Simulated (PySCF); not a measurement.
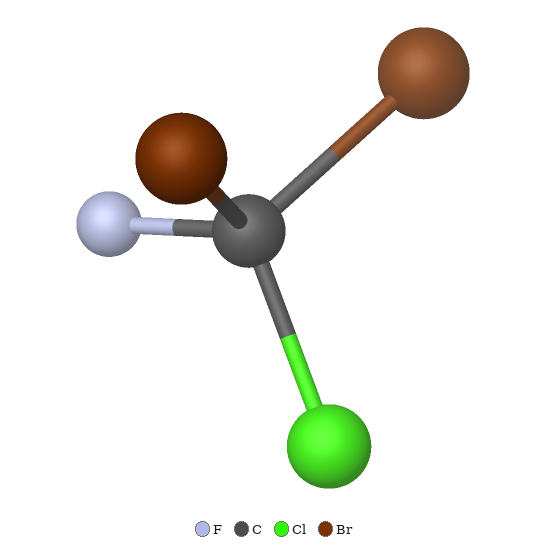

The geometry was computed by an optimisation with PBE0-D3(BJ)/def2-SVP. No frequency run is at hand to confirm it as a minimum. Properties computed with PBE0-D3(BJ)/def2-SVP, gas phase (PySCF 2.14.0).

Computed properties:

The species is CBr₂ClF (`FC(Cl)(Br)Br`).
- rotational constants: 1.914, 1.092, 0.843 GHz
